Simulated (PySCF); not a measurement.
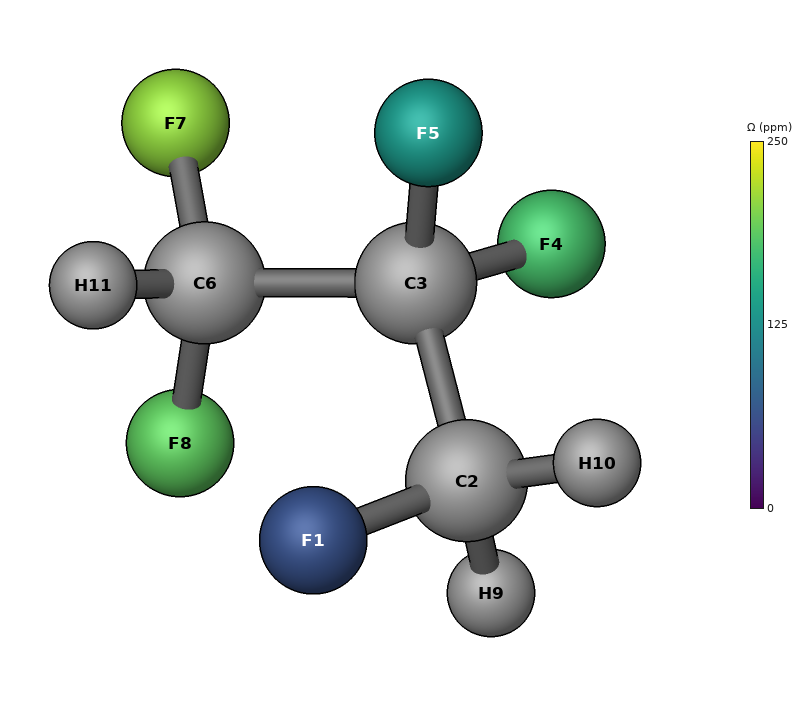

The F atoms are coloured by the span of their shielding tensor. Computed geometry: GFN2-xTB optimisation. No frequency run is at hand to confirm it as a minimum. Level of theory: GIAO PBE0/pcSseg-1 NMR shielding, non-relativistic, gas phase (PySCF 2.14.0). Principal shieldings σ11 ≤ σ22 ≤ σ33, span Ω = σ33 − σ11, skew κ = 3(σiso − σ22)/Ω.

**Which F atom has the most anisotropic shielding?**

F7, with a span of 209 ppm.

Give the shielding tensors of the F atoms.

```csv
atom,σ11,σ22,σ33,σiso,Ω,κ
F1,420.3,439.2,484.1,447.9,63.8,0.41
F4,229.4,345.3,407.8,327.5,178.4,−0.30
F5,224.9,348.4,358.9,310.7,134.0,−0.84
F7,231.0,348.3,440.3,339.8,209.2,−0.12
F8,224.3,346.4,413.0,327.9,188.7,−0.29
```

Shieldings and span in ppm.
